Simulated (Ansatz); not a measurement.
Breaking the Ge1–F2 bond in FGeI (SMILES [F][Ge][I]) (multiplicity 1 held, fragments rigid). Energies count from the point at 1.764 Å.
Geometry at that point (charge 0, multiplicity 1):
```xyz
3

Ge     0.58881     0.82647     1.02097
F      1.06406     2.06896    -0.13674
I     -0.53619    -0.85033    -0.59322
```

Restricted levels (R-, RO-) in cc, def2 and unpolarised 6-31G sets keep to the state of the molecule at rest. U- levels take the lowest unrestricted solution at each point, which mixes spins at long bonds. Curves can end on different states.

Cores are frozen in the correlated methods. Filled d and f shells under p-block atoms count as core.

The values were computed with Ansatz (a program for electronic structure). Values without a source in brackets are computed. In def2 rows elements past Kr take small-core potentials, without spin–orbit coupling.

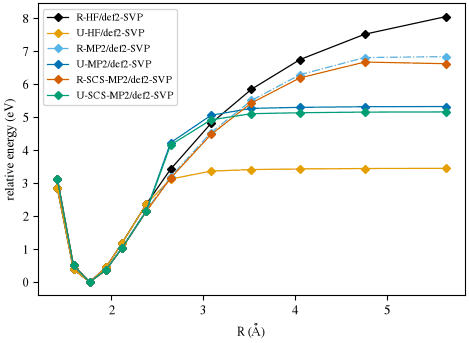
Figure. Relative energy along the coordinate

### Question
Read off the U-HF/def2-SVP curve at R = 4.056.

### Answer
about 3.4 eV

Doubts at one or more of the structures used: a restricted determinant that unrestricted orbitals would lower (R-HF/def2-SVP, R-MP2/def2-SVP, R-SCS-MP2/def2-SVP); a spin-contaminated determinant (U-HF/def2-SVP, U-MP2/def2-SVP, U-SCS-MP2/def2-SVP).
